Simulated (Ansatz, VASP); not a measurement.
**Cross-check of MoS2 (Molybdenite) between VASP and Ansatz**

One calculation is typed for both programs; each brings its own data sets and cutoff. How far apart do they land?

Program: Ansatz 0.2.0. Level of theory: plane waves, with VASP 6.6.1 beside it; single point at PBEsol. Results are calculated unless marked as measured.

**1. The structure**

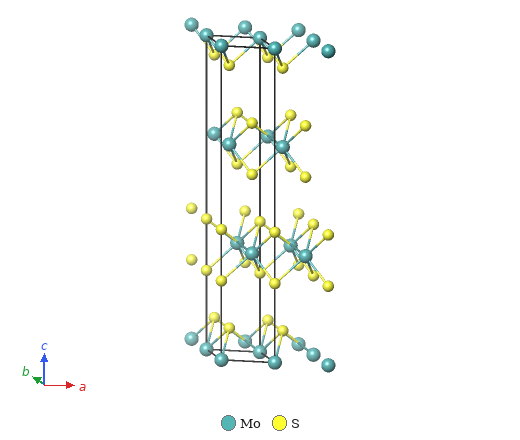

Start, viewed slightly off an axis; molybdenum teal, sulfur yellow. 2×2×1 cells are drawn. This picture shows the conventional cell, with its axes. Bonds to atoms that aren't drawn are left out. Some periodic images of atoms are drawn too.

**2. Ansatz: single point, PBEsol**

Ansatz runs on its default PAW (the set named soft_2) files.

With cell and atoms fixed, the geometry can't cause a difference; cores, projectors, grids and the points listed under the comparison can.

Input file input.yaml:

```yaml
crystal:
  lattice:
    - [1.5815, 0.9130794507, 6.1233333333]
    - [-1.5815, 0.9130794507, 6.1233333333]
    - [0.0, -1.8261589014, 6.1233333333]
  atoms:
    - { symbol: Mo, position: [0.0, 0.0, 0.0] }
    - { symbol: S, position: [0.4151, 0.4151, 0.4151] }
    - { symbol: S, position: [0.2516, 0.2516, 0.2516] }
hamiltonian:
  xc: pbesol
  pseudopotentials: { kind: paw }
kpoints:
  mp_grid: { grid: [8, 8, 8] }
scf:
  occupations: { method: gaussian, width: 0.05 }
  n_extra_bands: 4
output:
  forces: true
  stress: true
  eigenvalues: true
```

Launch:

```sh
> ansatz run input.yaml --threads 2 --pin off --max-ram 4608MiB --backend cpu --events-out ev --progress --plain --runs-dir out
```

Numbers of over 12 decimals in the logs are rounded to 6 here.

Output:

```text
basis.fft_grid_basis auto: the FFT boxes are laid along the combinations [[1, 0, -1], [0, 1, -1], [0, 0, 1]] of the cell's own vectors, 3.163, 3.163 and 6.390 Å long. The dense box has 24×24×45 points. Along the cell's own vectors, as sized, it would have 45×45×45, 3.52 times as many. Of the 6 symmetry operations that the crystal satisfies within crystal.symmetry.tolerance (time reversal apart; of a slab, those that  [...]
scf.n_extra_bands = 4 over 13 filled bands (N_el = 26.0): the run solves 17 bands
Engine: ansatz 0.2.0, aarch64-unknown-linux-gnu
Pseudopotentials: kind: paw
Pseudopotential: Mo, paw, valence charge 14, recommended cutoff 420 eV (normal), Mo.paw.azcp
Pseudopotential: S, paw, valence charge 6, recommended cutoff 420 eV (normal), S.paw.azcp
Functional definition: PBEsol
  exchange = pbesol_x
  correlation = pbesol_c
Crystal: 3 atoms, lattice volume = 53.054 Å³
Basis set: ecut = 420 eV, 1011 PW (Γ), FFT grids on a1−a3, a2−a3, a3, exchange–correlation on 48×48×90 points (8 copies of the dense FFT grid, shifted against one another)
Bands: 17, of which v1, the nominal top of the filled ones, is band 13 counted from 1 (12 counted from 0)
Symmetry: 6 space group operations
Space group: R3m (ITA 160), of the structure as read, at distance tolerance 3.8e-5 Å
k-points: 65 of 512 (time reversal used)
Non-local potential: Mo, projectors of the file, l = 0: 3, l = 1: 2, l = 2: 2, l = 3: 1
Non-local potential: S, projectors of the file, l = 0: 2, l = 1: 2, l = 2: 2
PAW form: soft (Blöchl's): semilocal exchange-correlation on the pseudo side does not see the compensation charge
PAW frozen core: Mo, regenerated for the run's functional, and the local potential with it (the file was generated under x = pbe(κ = 0.804, μ = 0.219515), c = pbe(β = 0.066725))
PAW frozen core: S, regenerated for the run's functional, and the local potential with it (the file was generated under x = pbe(κ = 0.804, μ = 0.219515), c = pbe(β = 0.066725))
PAW one-centre angular grid: Mo, 590 points (default); XC on 64 Gauss nodes
PAW one-centre angular grid: S, 110 points (default); XC on 64 Gauss nodes
Initial density: superposition of atomic densities (neutral atoms: chi_scale 0, normalization atom), corrected by the library's trained network
Initial wavefunctions: pseudopotential atomic-orbital guess
Functional: x = pbesol(κ = 0.804, μ = 0.123457), c = pbesol(β = 0.046)
SCF iter   1: F=—  HF=-6670.112467 eV  |F-HF|=—  |Δ(HF+E_count)|=         —  Δρ=6.80e-3  dr2=1.68e-2  ethr=1.77e-3  ⟨swp⟩=5.9  Hψ=6156  notcnv=0
preconditioner: auto → none  [insulator: Δε(μ)=0.818 eV  Ē_g=8.363 eV  σ=0.050 eV  W_gap=1.00  n_scr=16 (ndim 8)  ℏωp=21.6 eV  f_vac=0.020  D(μ)=0.00/eV (n_scr^D=0)  ε∞_Penn≈7.7]
SCF iter   2: F=—  HF=-6670.117070 eV  |F-HF|=—  |Δ(HF+E_count)|=   4.60e-3  Δρ=5.18e-3  dr2=2.84e-2  ethr=6.46e-5  ⟨swp⟩=2.1  Hψ=2378  notcnv=0
SCF iter   3: F=—  HF=-6670.115127 eV  |F-HF|=—  |Δ(HF+E_count)|=   1.94e-3  Δρ=3.33e-3  dr2=1.11e-2  ethr=6.46e-5  ⟨swp⟩=2.0  Hψ=1797  notcnv=0
SCF iter   4: F=—  HF=-6670.114411 eV  |F-HF|=—  |Δ(HF+E_count)|=   7.16e-4  Δρ=1.53e-3  dr2=1.52e-3  ethr=4.25e-5  ⟨swp⟩=1.0  Hψ=1105  notcnv=0
SCF iter   5: F=—  HF=-6670.114437 eV  |F-HF|=—  |Δ(HF+E_count)|=   2.67e-5  Δρ=4.20e-4  dr2=1.12e-4  ethr=5.85e-6  ⟨swp⟩=1.8  Hψ=1266  notcnv=0
SCF iter   6: F=—  HF=-6670.114449 eV  |F-HF|=—  |Δ(HF+E_count)|=   1.12e-5  Δρ=1.18e-4  dr2=1.12e-5  ethr=4.31e-7  ⟨swp⟩=2.1  Hψ=1529  notcnv=0
SCF iter   7: F=—  HF=-6670.114467 eV  |F-HF|=—  |Δ(HF+E_count)|=   1.85e-5  Δρ=3.13e-5  dr2=3.12e-7  ethr=4.29e-8  ⟨swp⟩=2.3  Hψ=1559  notcnv=0
SCF iter   8: F=-6670.114467 eV  HF=-6670.114467 eV  |F-HF|=9.54e-9  |Δ(HF+E_count)|=   2.30e-7  Δρ=5.33e-6  dr2=7.93e-9  ethr=3.85e-10  ⟨swp⟩=6.0  Hψ=5352  notcnv=0
SCF 1 converged in 8 iterations: F = -6670.114467 eV  dr2 = 7.93e-9
  greatest PAW one-centre occupation: 0.999 electrons in one spin orbital (limit 2), on the Mo atom at site 0 (counted from 0), in its partial waves of l = 0
SCF converged after 8 iterations
Free energy (F): -6670.114467 eV
Harris-Foulkes:  -6670.114467 eV  (|F-HF|=9.54e-9)
Internal energy: -6670.114467 eV  (E = F + TS)
E sigma→0 (E₀):  -6670.114467 eV
Fermi energy:    11.596135 eV
--- Per-component energies (eV) ---
  E_band       = -156.664622
  E_kinetic    = 659.065064
  E_local      = -2030.179284  (includes V_loc(G=0)·N_el)
  E_nonlocal   = 201.678904
  E_hartree    = 786.787659
  E_xc         = -376.619251
  E_vxc        = -405.812923  (∫ρ·V_xc dr)
  E_paw        = -4312.124366  (= ΣΔE_a)
  E_vpaw       = -154.990904  (= ΣTr[D̂ρ^β])
  E_aug_tail   = 0.000031  (compensation charges beyond the density's cutoff)
  E_ewald      = -1599.056421
  E_core_change = 0.333198  (= ΣΔE_core)
  E_smearing   = -0.000000  (= −TS)
  E_closure    = 0.000000  (closes the sum)
  Σ components = -6670.114467   (vs F -6670.114467, Δ=0.00e0)
--- Forces (eV/Å), atoms counted from 1 ---
  atom   1  Mo     0.00000000    -0.00000000     0.00333532
  atom   2  S      0.00000000    -0.00000000     1.01055000
  atom   3  S      0.00000000     0.00000000    -1.01391856
  max |Σ_I F_I| component: 3.32e-5 eV/Å
--- Stress (GPa, compression-positive) ---
        1.681780       0.000000      -0.000000
        0.000000       1.681780      -0.000000
        0.000000      -0.000000       9.351740
  P = ⅓ Tr σ = 4.2384 GPa (42.384 kbar)
--- Band table (eV; the first three rows and the last of 65) ---
  k-point 0: bands = [... 9 lower, 8.5081, 8.5081, 9.8586, 9.9697, 13.0647, 13.0647, 13.5999, 13.5999]
  k-point 1: bands = [... 9 lower, 7.8222, 8.1540, 9.8400, 10.1056, 12.9070, 13.0017, 13.3265, 13.4820]
  k-point 2: bands = [... 9 lower, 7.4883, 8.2133, 9.4386, 9.5493, 12.3599, 12.8576, 13.6284, 14.1741]
  k-point 64: bands = [... 9 lower, 7.6422, 8.5319, 8.5319, 11.1801, 13.1489, 13.1489, 13.4776, 13.4776]
```

The job ended after 5.3 s (2 threads of Arm Neoverse N1, shared host; peak memory 0.36 GiB).

The column dr2 measures how far the density is from self-consistency, as an energy; F and HF (Harris–Foulkes) agree once it is small.

The run ends at a pressure of 4.24 GPa, with forces up to 1.0 eV/Å.

**3. VASP: single point, PBEsol**

The same cell, functional, mesh and smearing now go to VASP, with its own data sets and cutoff.

Lines of VASP's logs that name or quote its potential files are left out, and so is its time.

Input file INCAR:

```
SYSTEM = MoS2
PREC = Accurate
ENCUT = 400
EDIFF = 1E-05
NELM = 100
ISMEAR = 0
SIGMA = 0.05
LREAL = .FALSE.
ALGO = Normal
GGA = PS
NBANDS = 19
LASPH = .TRUE.
LORBIT = 11
LWAVE = .FALSE.
LCHARG = .FALSE.
KPAR = 4
```

Input file POSCAR:

```
MoS2
1.0
    1.5815000000      0.9130794507      6.1233333333
   -1.5815000000      0.9130794507      6.1233333333
    0.0000000000     -1.8261589014      6.1233333333
Mo S
1 2
Direct
    0.0000000000      0.0000000000      0.0000000000
    0.4151000000      0.4151000000      0.4151000000
    0.2516000000      0.2516000000      0.2516000000
```

Input file KPOINTS:

```
Automatic mesh
0
Gamma
8 8 8
0 0 0
```

PAW data sets: Mo_sv and S (PBE family, release 64).

Launch:

```sh
> mpirun -np 4 vasp_std
```

Output:

```text
[banner, memory and clock lines left out]
running    4 mpi-ranks, on    1 nodes
 distrk:  each k-point on    1 cores,    4 groups
 distr:  one band on    1 cores,    1 groups

 POSCAR found type information on POSCAR MoS
 POSCAR found :  2 types and       3 ions
|                                                                             |
|               ----> ADVICE to this user running VASP <----                  |
|                                                                             |
|     You enforced a specific xc type in the INCAR file but a different       |
|     [... a line on the potential file left out ...]
|     I HOPE YOU KNOW WHAT YOU ARE DOING!                                     |
|                                                                             |

 LDA part: xc-table for (Slater+PW92), standard interpolation
 POSCAR, INCAR and KPOINTS ok, starting setup
 FFT: planning ... GRIDC
 FFT: planning ... GRID_SOFT
 FFT: planning ... GRID
 WAVECAR not read
 entering main loop
       N       E                     dE             d eps       ncg     rms          rms(c)
DAV:   1     0.151751336442E+03    0.15175E+03   -0.11806E+04  2526   0.106E+03
DAV:   2    -0.190233446856E+02   -0.17077E+03   -0.16661E+03  3146   0.294E+02
DAV:   3    -0.247578177620E+02   -0.57345E+01   -0.56838E+01  2984   0.508E+01
DAV:   4    -0.248215856974E+02   -0.63768E-01   -0.63734E-01  3146   0.567E+00
DAV:   5    -0.248224918952E+02   -0.90620E-03   -0.90615E-03  2993   0.632E-01    0.275E+01
DAV:   6    -0.236982024757E+02    0.11243E+01   -0.93377E+00  2615   0.198E+01    0.928E+00
DAV:   7    -0.234920309882E+02    0.20617E+00   -0.30940E+00  2563   0.108E+01    0.629E+00
DAV:   8    -0.233956932985E+02    0.96338E-01   -0.47612E-01  2773   0.447E+00    0.176E+00
DAV:   9    -0.233959128930E+02   -0.21959E-03   -0.20179E-02  3088   0.880E-01    0.616E-01
DAV:  10    -0.233948204849E+02    0.10924E-02   -0.84481E-03  2783   0.638E-01    0.115E-01
DAV:  11    -0.233948170171E+02    0.34679E-05   -0.72821E-04  2802   0.197E-01    0.707E-02
DAV:  12    -0.233948010212E+02    0.15996E-04   -0.65623E-05  2688   0.475E-02    0.154E-02
DAV:  13    -0.233948101361E+02   -0.91149E-05   -0.12607E-05  2301   0.211E-02
   1 F= -.23394810E+02 E0= -.23394810E+02  d E =-.982276E-18
```

OUTCAR, selected parts (step 3):

```text
ion  position               nearest neighbor table
   1  0.000  0.000  0.000-   3 2.36   3 2.36   3 2.36   2 2.36   2 2.36   2 2.36
   2  0.415  0.415  0.415-   1 2.36   1 2.36   1 2.36
   3  0.252  0.252  0.252-   1 2.36   1 2.36   1 2.36

  LATTYP: Found a trigonal (rhomboedric) cell.
 ALAT       =     6.3898409561
 COS(alpha) =     0.8774852746

 Subroutine GETGRP returns: Found  6 space group operations
 (whereof  6 operations were pure point group operations)

The static configuration has the point symmetry C_3v.

 Found     65 irreducible k-points:

   k-points           NKPTS =     65   k-points in BZ     NKDIM =     65   number of bands    NBANDS=     19

   dimension x,y,z NGX =    42 NGY =   42 NGZ =   42
   dimension x,y,z NGXF=    84 NGYF=   84 NGZF=   84

   ENCUT  =  400.0 eV  29.40 Ry    5.42 a.u.  10.42 10.42 10.42*2*pi/ulx,y,z

   NELECT =      26.0000    total number of electrons

 k-points in reciprocal lattice and weights: Automatic mesh
   0.00000000  0.00000000  0.00000000       0.002
   0.12500000 -0.00000000  0.00000000       0.012
   0.25000000 -0.00000000  0.00000000       0.012
   0.37500000 -0.00000000  0.00000000       0.012
   0.50000000 -0.00000000  0.00000000       0.006
   0.12500000  0.12500000  0.00000000       0.012
   0.25000000  0.12500000  0.00000000       0.023
   0.37500000  0.12500000  0.00000000       0.023
   0.50000000  0.12500000  0.00000000       0.023
[...]
-0.37500000  0.50000000  0.37500000       0.012
   0.50000000  0.50000000  0.50000000       0.002

 average (electrostatic) potential at core
       1 -74.3866       2 -84.4349       3 -84.4300

 E-fermi :   8.0236

 k-point     1 :       0.0000    0.0000    0.0000
  band No.  band energies     occupation
    ...
      9       3.8721      2.00000
     10       5.0838      2.00000
     11       5.0838      2.00000
     12       6.4216      2.00000
     13       6.5412      2.00000
     14       9.6428      0.00000
     15       9.6428      0.00000
     16      10.1766      0.00000
     17      10.1766      0.00000
     18      12.9307      0.00000
    ...

 k-point     2 :       0.1250   -0.0000    0.0000
  band No.  band energies     occupation
    ...
      9       4.1292      2.00000
     10       4.3946      2.00000
     11       4.7291      2.00000
     12       6.4075      2.00000
     13       6.6683      2.00000
     14       9.4843      0.00000
     15       9.5875      0.00000
     16       9.9037      0.00000
     17      10.0608      0.00000
     18      13.9652      0.00000
    ...

 k-point     3 :       0.2500   -0.0000    0.0000
  band No.  band energies     occupation
    ...
      9       3.3103      2.00000
     10       4.0627      2.00000
     11       4.7898      2.00000
     12       6.0022      2.00000
     13       6.1110      2.00000
     14       8.9385      0.00000
     15       9.4352      0.00000
     16      10.2230      0.00000
     17      10.7542      0.00000
     18      14.9684      0.00000
    ...

  Total        0.4705349      0.4705349      3.0058931      0.0000000      0.0000000      0.0000000
  in kB       14.2097192     14.2097192     90.7751972      0.0000000      0.0000000      0.0000000
  external PRESSURE =      39.7315452 kB  Pullay stress =       0.0000000 kB

  energy-cutoff  :      400.00
  volume of cell :       53.05
      direct lattice vectors                 reciprocal lattice vectors
     1.581500000  0.913079451  6.123333333     0.316155549  0.182532491  0.054436581
    -1.581500000  0.913079451  6.123333333    -0.316155549  0.182532491  0.054436581
     0.000000000 -1.826158901  6.123333333     0.000000000 -0.365064982  0.054436581

 POSITION                                       TOTAL-FORCE (eV/Angst)
 -----------------------------------------------------------------------------------
      0.00000      0.00000      0.00000         0.000000      0.000000      0.003591
      0.00000      0.00000      7.62539         0.000000      0.000000      1.009555
      0.00000      0.00000      4.62189         0.000000     -0.000000     -1.013146
 -----------------------------------------------------------------------------------
    total drift:                               -0.000000     -0.000000     -0.000034

  FREE ENERGIE OF THE ION-ELECTRON SYSTEM (eV)
  ---------------------------------------------------
  free  energy   TOTEN  =       -23.3948101361 eV

  energy  without entropy=      -23.3948101361  energy(sigma->0) =      -23.39481014

 total charge
# of ion       s       p       d       tot
------------------------------------------
    1        2.309   6.243   4.043  12.595
    2        1.357   2.344   0.000   3.701
    3        1.357   2.344   0.000   3.701
--------------------------------------------------
tot          5.023  10.931   4.043  19.997

[... 3 further parts left out ...]
```

The run ends at a pressure of 3.97 GPa, with forces up to 1.0 eV/Å.

**4. Side by side**

Known differences besides the PAW data sets themselves: the cutoff is 420 eV in Ansatz and 400 eV in VASP; Ansatz makes its cores anew for this functional, VASP keeps those of its PBE data sets. Total energies have different zeros and are not compared.

Compared:

```csv
quantity,Ansatz,VASP,difference
pressure (GPa),4.24,3.97,+0.27
gap on the k mesh (eV),0.840,0.858,-0.018
```

Forces (eV/Å; atoms numbered as in POSCAR):

```csv
atom,"Ansatz x, y, z","VASP x, y, z"
Mo1,"0.000, 0.000, 0.003","0.000, 0.000, 0.004"
S2,"0.000, 0.000, 1.011","0.000, 0.000, 1.010"
S3,"0.000, 0.000, -1.014","0.000, 0.000, -1.013"
```

The forces differ by 0.4 meV/Å r.m.s., which is 0.1 % of the r.m.s. force of 0.48 eV/Å (both taken over all components).

**5. Results**

```
r.m.s. force difference (single point, PBEsol) : 0.090 % of the r.m.s. force
```

The r.m.s. force difference is 0.090 % of the r.m.s. force (single point, PBEsol), within the 3 % picked in this series as the mark of a large difference. How closely two codes agree says nothing of how well the functional describes the real material.

[Lines on the potential files, build, host, timing and source positions are cut from VASP's logs without a mark.]

[Logs are printed without paths, hosts, clocks, repeated set-up lines and the standing remarks that a program may print on its own settings, such as how far it seeks lower states.]

[Hosts, paths, dates, database ids (printed as entryN), source tags and the programs' standing remarks are cut or masked in the printed files.]
